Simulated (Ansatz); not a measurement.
**CH8Al2Ge: two geometries relaxed**

Aim: relax the geometries before and after the rotation by 120° about the C2–Al3 bond, and see whether they are two minima and how far apart in energy. SMILES of the start: [AlH2][CH]([AlH2])[GeH3].

Method: RKS BHLYP/def2-SVP, in Ansatz 0.2.0.

## (1) The starting structure

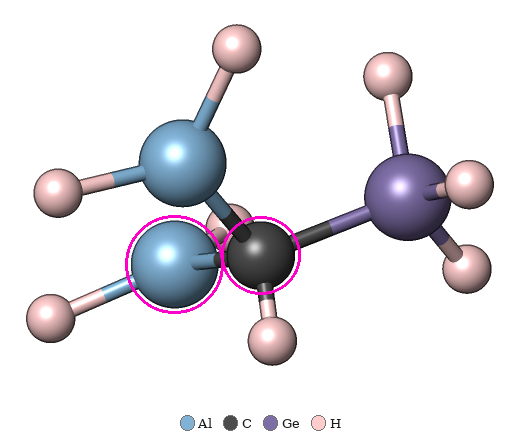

Start, viewed from a free direction; aluminium light blue, carbon dark grey, germanium purple, hydrogen pink. Ringed: C2, Al3.

As a file:

```xyz
12

Al   -0.9725    1.6071   -0.1320
C     0.4139    0.3345    0.2602
Al   -0.2096   -0.8458    1.7320
Ge    0.8543   -0.7246   -1.3234
H    -1.6831    1.6782   -1.6131
H    -1.5241    2.6702    0.9912
H     1.3660    0.8785    0.5661
H    -0.2594   -2.4048    1.5032
H    -0.5503   -0.1995    3.2052
H     1.2420    0.1910   -2.4518
H    -0.5179   -1.4880   -1.7194
H     1.9175   -1.7522   -0.9842
```

## (2) Relaxing end A

Input file input.yaml:

```yaml
crystal:
  periodic: [false, false, false]
  atoms:
    - { symbol: Al, position_ang: [-0.9725, 1.6071, -0.132] }
    - { symbol: C, position_ang: [0.4139, 0.3345, 0.2602] }
    - { symbol: Al, position_ang: [-0.2096, -0.8458, 1.732] }
    - { symbol: Ge, position_ang: [0.8543, -0.7246, -1.3234] }
    - { symbol: H, position_ang: [-1.6831, 1.6782, -1.6131] }
    - { symbol: H, position_ang: [-1.5241, 2.6702, 0.9912] }
    - { symbol: H, position_ang: [1.366, 0.8785, 0.5661] }
    - { symbol: H, position_ang: [-0.2594, -2.4048, 1.5032] }
    - { symbol: H, position_ang: [-0.5503, -0.1995, 3.2052] }
    - { symbol: H, position_ang: [1.242, 0.191, -2.4518] }
    - { symbol: H, position_ang: [-0.5179, -1.488, -1.7194] }
    - { symbol: H, position_ang: [1.9175, -1.7522, -0.9842] }
basis:
  gaussian: { orbitals: def2-SVP }
hamiltonian:
  xc: { name: BHLYP }
relax:
  f_tol: 0.015
  max_steps: 40
```

On the command line:

```console
$ ansatz run input.yaml --threads 2 --pin off --max-ram 3072MiB --backend cpu --events-out ev --progress --plain --runs-dir out
```

The program printed, shortened:

```text
Warning: RAYON_NUM_THREADS=2 ignored (pool sized by the plan → 2); use --threads N
[...]
Functional definition: BHLYP
[...]
1291 factors; integrals over basis functions are off by at most 5.3e-4 eV
[...]
mean field -70865.03692464 eV, -2604.2420729333 hartree, gradient 7.8e-5 eV, S^2 0.000000; 0 other end points of the search recorded, 0 dependent functions left out
[...]
reference -70865.03714593 eV, -2604.2420810655 hartree; 36, 36 occupied and 86, 86 virtual orbitals, 1291 factors
relax step   1: F+E_penalty+E_count = -70865.03692464 eV  Δ(F+E_penalty+E_count) = +0.000e0 eV  max|allowed force component| = 1.614e0 eV/Å  Δτ_max = 0.0000 Å  (23 SCF iters, accepted)
[...]
relax step   4: F+E_penalty+E_count = -70865.37345202 eV  Δ(F+E_penalty+E_count) = -3.056e-2 eV  max|allowed force component| = 1.820e-1 eV/Å  Δτ_max = 0.1998 Å  (28 SCF iters, accepted)
[...]
relax step   7: F+E_penalty+E_count = -70865.41389337 eV  Δ(F+E_penalty+E_count) = -8.795e-3 eV  max|allowed force component| = 2.792e-2 eV/Å  Δτ_max = 0.1203 Å  (27 SCF iters, accepted)
[...]
relax step  10: F+E_penalty+E_count = -70865.41711355 eV  Δ(F+E_penalty+E_count) = -1.463e-3 eV  max|allowed force component| = 7.855e-3 eV/Å  Δτ_max = 0.0370 Å  (29 SCF iters, accepted)
[...]
relax step  11: F+E_penalty+E_count = -70865.41748123 eV  Δ(F+E_penalty+E_count) = -3.677e-4 eV  max|allowed force component| = 1.280e-2 eV/Å  Δτ_max = 0.0481 Å  (29 SCF iters, accepted)
[...]
1291 factors; integrals over basis functions are off by at most 3.0e-4 eV
[...]
mean field -70865.41764966 eV, -2604.2560643197 hartree, gradient 6.0e-6 eV, S^2 0.000000; 1 other end points of the search recorded, 0 dependent functions left out
[...]
reference -70865.41787499 eV, -2604.2560726005 hartree; 36, 36 occupied and 86, 86 virtual orbitals, 1291 factors
Total energy: -70865.41787499 eV, -2604.2560726005 hartree
Atom 0 at    -1.091100     1.617297    -0.203685 Å, force     0.002125     0.000876    -0.007190 eV/Å
Atom 1 at     0.246738     0.313004     0.316031 Å, force    -0.007351    -0.003075    -0.000869 eV/Å
Atom 2 at    -0.238152    -0.925671     1.727100 Å, force     0.004821    -0.008659     0.002411 eV/Å
Atom 3 at     0.917342    -0.655555    -1.257965 Å, force     0.001328     0.003060     0.002711 eV/Å
Atom 4 at    -2.234153     1.229054    -1.220493 Å, force     0.005903     0.000650     0.008013 eV/Å
Atom 5 at    -1.035171     3.074306     0.399010 Å, force    -0.001332    -0.007661    -0.000865 eV/Å
Atom 6 at     1.064047     0.912501     0.742737 Å, force     0.000185     0.000362     0.000694 eV/Å
Atom 7 at    -1.054954    -2.235554     1.396599 Å, force     0.004886     0.014210     0.003034 eV/Å
Atom 8 at     0.185798    -0.616486     3.215566 Å, force    -0.005799    -0.001376    -0.012401 eV/Å
Atom 9 at     1.428822     0.319417    -2.332028 Å, force    -0.001212    -0.000796     0.002645 eV/Å
Atom 10 at    -0.199681    -1.507715    -1.867567 Å, force    -0.001853     0.000782     0.001346 eV/Å
Atom 11 at     2.087264    -1.579998    -0.881304 Å, force    -0.001699     0.001627     0.000471 eV/Å
Dipole moment:     0.118235     0.064966     0.033969 e Å
```

It took 36 s on 2 threads of AMD EPYC 9B14 (Zen 4), shared host; peak memory 0.33 GiB.

The steps of the relaxation:

```csv
step,energy from step 1 (eV),largest force component (eV/Å)
1,0.0000,1.6141
2,-0.2598,0.4166
3,-0.3060,0.1892
4,-0.3365,0.1820
5,-0.3552,0.2540
6,-0.3682,0.1258
7,-0.3770,0.0279
8,-0.3775,0.1141
9,-0.3787,0.0862
10,-0.3802,0.0079
11,-0.3806,0.0128
12,-0.3807,0.0142
```

Step 1 is the start.

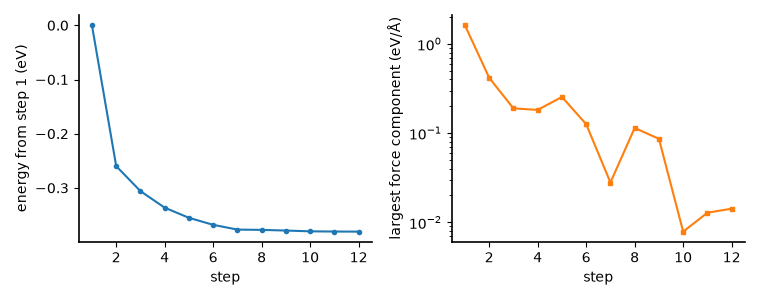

Energy and largest force along the relaxation.

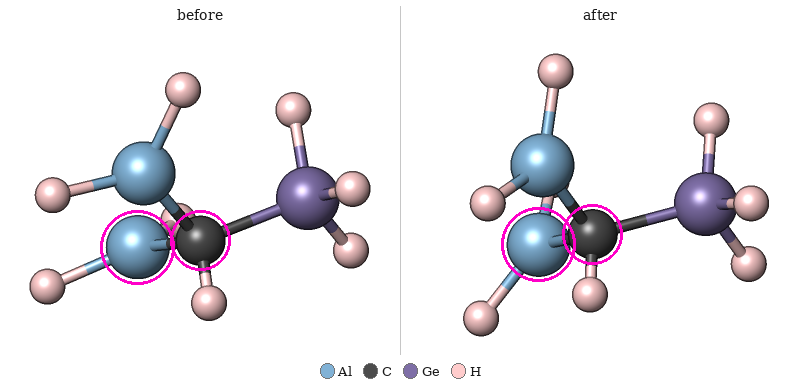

Before and after, at one scale.

After: Bond lengths: Al1–C2 1.939 Å, C2–Al3 1.939 Å, C2–Ge4 1.966 Å, Al1–H5 1.578 Å, Al1–H6 1.578 Å, C2–H7 1.100 Å, Al3–H8 1.579 Å, Al3–H9 1.578 Å, Ge4–H10 1.538 Å, Ge4–H11 1.532 Å, Ge4–H12 1.538 Å. Angles (14 of 18 angles, heavy atoms first): Al1–C2–Al3 116.9°, Al1–C2–Ge4 110.6°, Al3–C2–Ge4 110.7°, Al1–C2–H7 104.5°, Al3–C2–H7 104.6°, Ge4–C2–H7 109.0°, C2–Al1–H5 120.5°, C2–Al1–H6 119.6°, C2–Al3–H8 120.5°, C2–Al3–H9 119.6°, C2–Ge4–H10 111.1°, C2–Ge4–H11 110.1°, C2–Ge4–H12 111.1°, H5–Al1–H6 119.9°.

## (3) End point B

The second end starts from a geometry with the move made by hand.

input.yaml, as its differences from that of step 2:

```diff
@@ -10,4 +10,4 @@
     - { symbol: H, position_ang: [1.366, 0.8785, 0.5661] }
-    - { symbol: H, position_ang: [-0.2594, -2.4048, 1.5032] }
-    - { symbol: H, position_ang: [-0.5503, -0.1995, 3.2052] }
+    - { symbol: H, position_ang: [-1.66596, -0.66025, 2.30637] }
+    - { symbol: H, position_ang: [0.74996, -2.07625, 2.25099] }
     - { symbol: H, position_ang: [1.242, 0.191, -2.4518] }
```

On the command line:

```console
$ ansatz run input.yaml --threads 2 --pin off --max-ram 3072MiB --backend cpu --events-out ev --progress --plain --runs-dir out
```

The program printed, shortened:

```text
Warning: RAYON_NUM_THREADS=2 ignored (pool sized by the plan → 2); use --threads N
[...]
[... 1 set-up line as earlier in the session ...]
[...]
1291 factors; integrals over basis functions are off by at most 3.7e-4 eV
[...]
mean field -70865.08155863 eV, -2604.2437132021 hartree, gradient 6.7e-5 eV, S^2 0.000000; 0 other end points of the search recorded, 0 dependent functions left out
[...]
reference -70865.08178180 eV, -2604.2437214035 hartree; 36, 36 occupied and 86, 86 virtual orbitals, 1291 factors
relax step   1: F+E_penalty+E_count = -70865.08155863 eV  Δ(F+E_penalty+E_count) = +0.000e0 eV  max|allowed force component| = 1.460e0 eV/Å  Δτ_max = 0.0000 Å  (23 SCF iters, accepted)
[...]
relax step   5: F+E_penalty+E_count = -70865.38142548 eV  Δ(F+E_penalty+E_count) = -1.529e-2 eV  max|allowed force component| = 9.003e-2 eV/Å  Δτ_max = 0.2000 Å  (27 SCF iters, accepted)
[...]
relax step   9: F+E_penalty+E_count = -70865.39584819 eV  Δ(F+E_penalty+E_count) = -3.550e-3 eV  max|allowed force component| = 1.514e-1 eV/Å  Δτ_max = 0.1496 Å  (28 SCF iters, accepted)
[...]
relax step  13: F+E_penalty+E_count = -70865.40486172 eV  Δ(F+E_penalty+E_count) = -4.434e-3 eV  max|allowed force component| = 2.135e-2 eV/Å  Δτ_max = 0.0975 Å  (28 SCF iters, accepted)
[...]
relax step  15: F+E_penalty+E_count = -70865.40830886 eV  Δ(F+E_penalty+E_count) = -1.555e-3 eV  max|allowed force component| = 1.241e-1 eV/Å  Δτ_max = 0.1468 Å  (28 SCF iters, accepted)
[...]
relax step  16: F+E_penalty+E_count = -70865.40940440 eV  Δ(F+E_penalty+E_count) = -1.096e-3 eV  max|allowed force component| = 1.061e-1 eV/Å  Δτ_max = 0.0453 Å  (24 SCF iters, accepted)
```

## (4) The log goes on: end point B relaxed

The log, continued:

```text
these checks for a lower state are left out or cut short: starts, cluster_reference, orbital_swaps, neighbouring_geometries, increment
1291 factors; integrals over basis functions are off by at most 4.4e-4 eV
mean field -70865.41203131 eV, -2604.2558578491 hartree, gradient 7.4e-6 eV, S^2 0.000000; 0 other end points of the search recorded, 0 dependent functions left out
the calculation of the forces begins
reference -70865.41225694 eV, -2604.2558661408 hartree; 36, 36 occupied and 86, 86 virtual orbitals, 1291 factors
relax step  17: F+E_penalty+E_count = -70865.41203131 eV  Δ(F+E_penalty+E_count) = -2.627e-3 eV  max|allowed force component| = 2.485e-2 eV/Å  Δτ_max = 0.0859 Å  (28 SCF iters, accepted)
these checks for a lower state are left out or cut short: starts, cluster_reference, orbital_swaps, neighbouring_geometries, increment
1291 factors; integrals over basis functions are off by at most 4.6e-4 eV
mean field evaluation 128: about -70865.4132 eV, gradient 1.4e-1 eV
mean field -70865.41327092 eV, -2604.2559034038 hartree, gradient 1.7e-5 eV, S^2 0.000000; 0 other end points of the search recorded, 0 dependent functions left out
the calculation of the forces begins
reference -70865.41349671 eV, -2604.2559117016 hartree; 36, 36 occupied and 86, 86 virtual orbitals, 1291 factors
relax step  18: F+E_penalty+E_count = -70865.41327092 eV  Δ(F+E_penalty+E_count) = -1.240e-3 eV  max|allowed force component| = 9.343e-2 eV/Å  Δτ_max = 0.1520 Å  (28 SCF iters, accepted)
these checks for a lower state are left out or cut short: starts, cluster_reference, orbital_swaps, neighbouring_geometries, increment
1291 factors; integrals over basis functions are off by at most 4.6e-4 eV
mean field -70865.41436323 eV, -2604.2559435458 hartree, gradient 2.3e-5 eV, S^2 0.000000; 0 other end points of the search recorded, 0 dependent functions left out
the calculation of the forces begins
reference -70865.41458900 eV, -2604.2559518425 hartree; 36, 36 occupied and 86, 86 virtual orbitals, 1291 factors
relax step  19: F+E_penalty+E_count = -70865.41436323 eV  Δ(F+E_penalty+E_count) = -1.092e-3 eV  max|allowed force component| = 5.816e-2 eV/Å  Δτ_max = 0.0315 Å  (23 SCF iters, accepted)
these checks for a lower state are left out or cut short: starts, cluster_reference, orbital_swaps, neighbouring_geometries, increment
1291 factors; integrals over basis functions are off by at most 4.4e-4 eV
mean field -70865.41515254 eV, -2604.2559725522 hartree, gradient 6.6e-6 eV, S^2 0.000000; 0 other end points of the search recorded, 0 dependent functions left out
the calculation of the forces begins
reference -70865.41537841 eV, -2604.2559808527 hartree; 36, 36 occupied and 86, 86 virtual orbitals, 1291 factors
relax step  20: F+E_penalty+E_count = -70865.41515254 eV  Δ(F+E_penalty+E_count) = -7.893e-4 eV  max|allowed force component| = 8.068e-2 eV/Å  Δτ_max = 0.0792 Å  (29 SCF iters, accepted)
these checks for a lower state are left out or cut short: starts, cluster_reference, orbital_swaps, neighbouring_geometries, increment
1291 factors; integrals over basis functions are off by at most 4.0e-4 eV
mean field -70865.41591977 eV, -2604.2560007474 hartree, gradient 8.1e-6 eV, S^2 0.000000; 0 other end points of the search recorded, 0 dependent functions left out
the calculation of the forces begins
reference -70865.41614564 eV, -2604.2560090479 hartree; 36, 36 occupied and 86, 86 virtual orbitals, 1291 factors
relax step  21: F+E_penalty+E_count = -70865.41591977 eV  Δ(F+E_penalty+E_count) = -7.672e-4 eV  max|allowed force component| = 6.802e-2 eV/Å  Δτ_max = 0.0942 Å  (29 SCF iters, accepted)
these checks for a lower state are left out or cut short: starts, cluster_reference, orbital_swaps, neighbouring_geometries, increment
1291 factors; integrals over basis functions are off by at most 3.9e-4 eV
mean field -70865.41643210 eV, -2604.2560195753 hartree, gradient 1.8e-5 eV, S^2 0.000000; 0 other end points of the search recorded, 0 dependent functions left out
the calculation of the forces begins
reference -70865.41665793 eV, -2604.2560278742 hartree; 36, 36 occupied and 86, 86 virtual orbitals, 1291 factors
relax step  22: F+E_penalty+E_count = -70865.41643210 eV  Δ(F+E_penalty+E_count) = -5.123e-4 eV  max|allowed force component| = 5.199e-2 eV/Å  Δτ_max = 0.0356 Å  (23 SCF iters, accepted)
these checks for a lower state are left out or cut short: starts, cluster_reference, orbital_swaps, neighbouring_geometries, increment
1291 factors; integrals over basis functions are off by at most 3.8e-4 eV
mean field evaluation 160: about -70865.3951 eV, gradient 1.9e-2 eV
mean field -70865.41714708 eV, -2604.2560458503 hartree, gradient 8.2e-6 eV, S^2 0.000000; 0 other end points of the search recorded, 0 dependent functions left out
the calculation of the forces begins
reference -70865.41737269 eV, -2604.2560541414 hartree; 36, 36 occupied and 86, 86 virtual orbitals, 1291 factors
relax step  23: F+E_penalty+E_count = -70865.41714708 eV  Δ(F+E_penalty+E_count) = -7.150e-4 eV  max|allowed force component| = 4.267e-2 eV/Å  Δτ_max = 0.1008 Å  (28 SCF iters, accepted)
these checks for a lower state are left out or cut short: starts, cluster_reference, orbital_swaps, neighbouring_geometries, increment
1291 factors; integrals over basis functions are off by at most 3.9e-4 eV
mean field -70865.41744580 eV, -2604.2560568279 hartree, gradient 5.7e-6 eV, S^2 0.000000; 0 other end points of the search recorded, 0 dependent functions left out
the calculation of the forces begins
reference -70865.41767137 eV, -2604.2560651175 hartree; 36, 36 occupied and 86, 86 virtual orbitals, 1291 factors
relax step  24: F+E_penalty+E_count = -70865.41744580 eV  Δ(F+E_penalty+E_count) = -2.987e-4 eV  max|allowed force component| = 2.663e-2 eV/Å  Δτ_max = 0.0504 Å  (29 SCF iters, accepted)
these checks for a lower state are left out or cut short: starts, cluster_reference, orbital_swaps, neighbouring_geometries, increment
1291 factors; integrals over basis functions are off by at most 3.9e-4 eV
mean field -70865.41751849 eV, -2604.2560594994 hartree, gradient 1.3e-5 eV, S^2 0.000000; 0 other end points of the search recorded, 0 dependent functions left out
the calculation of the forces begins
reference -70865.41774406 eV, -2604.2560677890 hartree; 36, 36 occupied and 86, 86 virtual orbitals, 1291 factors
relax step  25: F+E_penalty+E_count = -70865.41751849 eV  Δ(F+E_penalty+E_count) = -7.270e-5 eV  max|allowed force component| = 1.947e-2 eV/Å  Δτ_max = 0.0112 Å  (22 SCF iters, accepted)
these checks for a lower state are left out or cut short: starts, cluster_reference, orbital_swaps, neighbouring_geometries, increment
1291 factors; integrals over basis functions are off by at most 4.0e-4 eV
mean field -70865.41756652 eV, -2604.2560612643 hartree, gradient 1.7e-5 eV, S^2 0.000000; 0 other end points of the search recorded, 0 dependent functions left out
the calculation of the forces begins
reference -70865.41779207 eV, -2604.2560695532 hartree; 36, 36 occupied and 86, 86 virtual orbitals, 1291 factors
relax step  26: F+E_penalty+E_count = -70865.41756652 eV  Δ(F+E_penalty+E_count) = -4.802e-5 eV  max|allowed force component| = 1.406e-2 eV/Å  Δτ_max = 0.0180 Å  (23 SCF iters, accepted)
1291 factors; integrals over basis functions are off by at most 4.0e-4 eV
mean field evaluation 192: about -70865.4174 eV, gradient 3.6e-1 eV
mean field -70865.41756652 eV, -2604.2560612643 hartree, gradient 1.7e-5 eV, S^2 0.000000; 1 other end points of the search recorded, 0 dependent functions left out
the calculation of the forces begins
reference -70865.41779207 eV, -2604.2560695532 hartree; 36, 36 occupied and 86, 86 virtual orbitals, 1291 factors
Total energy: -70865.41779207 eV, -2604.2560695532 hartree
Atom 0 at    -0.844783     1.759466    -0.048821 Å, force    -0.004329    -0.000187     0.014064 eV/Å
Atom 1 at     0.310380     0.240348     0.295953 Å, force     0.004426     0.008210    -0.013068 eV/Å
Atom 2 at    -0.241705    -0.986787     1.690530 Å, force     0.000295     0.011591     0.013932 eV/Å
Atom 3 at     0.687468    -0.722235    -1.375915 Å, force     0.001153     0.000444     0.003075 eV/Å
Atom 4 at    -2.094479     1.612269    -1.000550 Å, force     0.001784     0.000298    -0.000504 eV/Å
Atom 5 at    -0.534351     3.146970     0.635135 Å, force     0.000838    -0.005566    -0.006106 eV/Å
Atom 6 at     1.242522     0.685627     0.673474 Å, force     0.000778    -0.001150    -0.001082 eV/Å
Atom 7 at    -1.283933    -2.129422     1.383797 Å, force    -0.007890    -0.011314    -0.003720 eV/Å
Atom 8 at     0.348456    -0.830255     3.145229 Å, force     0.001070    -0.001219    -0.005169 eV/Å
Atom 9 at     1.207939     0.234360    -2.462131 Å, force     0.000953    -0.000492    -0.000093 eV/Å
Atom 10 at    -0.587393    -1.395481    -1.892731 Å, force     0.000705     0.000182    -0.000814 eV/Å
Atom 11 at     1.760379    -1.802462    -1.161009 Å, force     0.000218    -0.000797    -0.000514 eV/Å
Dipole moment:     0.132250     0.043860     0.023387 e Å
```

Wall time 72 s (2 threads of AMD EPYC 9B14 (Zen 4), shared host); peak memory 0.34 GiB.

Step by step:

```csv
step,energy from step 1 (eV),largest force component (eV/Å)
1,0.0000,1.4597
2,-0.2268,0.3486
3,-0.2561,0.0899
4,-0.2846,0.0530
5,-0.2999,0.0900
6x,-0.2972,0.2701
7,-0.3066,0.0342
8,-0.3107,0.0512
9,-0.3143,0.1514
10,-0.3163,0.1613
11,-0.3189,0.1567
12x,-0.3099,0.3085
13,-0.3233,0.0214
14,-0.3252,0.0418
15,-0.3268,0.1241
16,-0.3278,0.1061
17,-0.3305,0.0249
18,-0.3317,0.0934
19,-0.3328,0.0582
20,-0.3336,0.0807
21,-0.3344,0.0680
22,-0.3349,0.0520
23,-0.3356,0.0427
24,-0.3359,0.0266
25,-0.3360,0.0195
26,-0.3360,0.0141
```

Step 1 is the start. 2 steps were tried and not accepted (marked x).

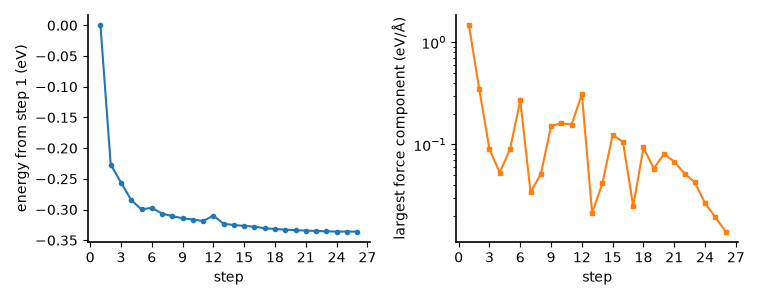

How energy and force went from step to step.

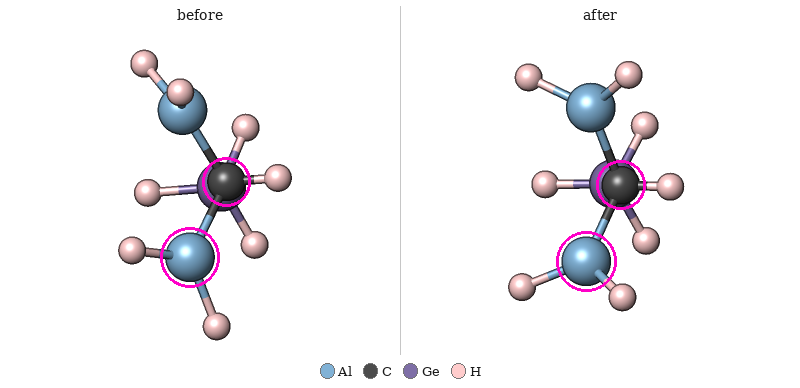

The structure before (left) and after (right), drawn at the same scale.

After: Bond lengths: Al1–C2 1.939 Å, C2–Al3 1.938 Å, C2–Ge4 1.966 Å, Al1–H5 1.578 Å, Al1–H6 1.578 Å, C2–H7 1.100 Å, Al3–H8 1.577 Å, Al3–H9 1.578 Å, Ge4–H10 1.538 Å, Ge4–H11 1.532 Å, Ge4–H12 1.538 Å. Angles (14 of 18 angles, heavy atoms first): Al1–C2–Al3 117.0°, Al1–C2–Ge4 110.3°, Al3–C2–Ge4 110.9°, Al1–C2–H7 104.4°, Al3–C2–H7 104.5°, Ge4–C2–H7 109.1°, C2–Al1–H5 120.4°, C2–Al1–H6 119.6°, C2–Al3–H8 120.5°, C2–Al3–H9 119.6°, C2–Ge4–H10 111.2°, C2–Ge4–H11 110.0°, C2–Ge4–H12 111.0°, H5–Al1–H6 120.0°.

## (5) Results

| quantity | value |
| --- | --- |
| end A | 11 moves, 0.381 eV lower |
| end B | 23 moves, 0.336 eV lower |
| largest difference between the ends | 0.05 Å |
| end B relative to end A | +0.000 eV |

In words: The two relaxations end at one structure, within 0.05 Å: no second minimum was found from this start, which doesn't rule one out.
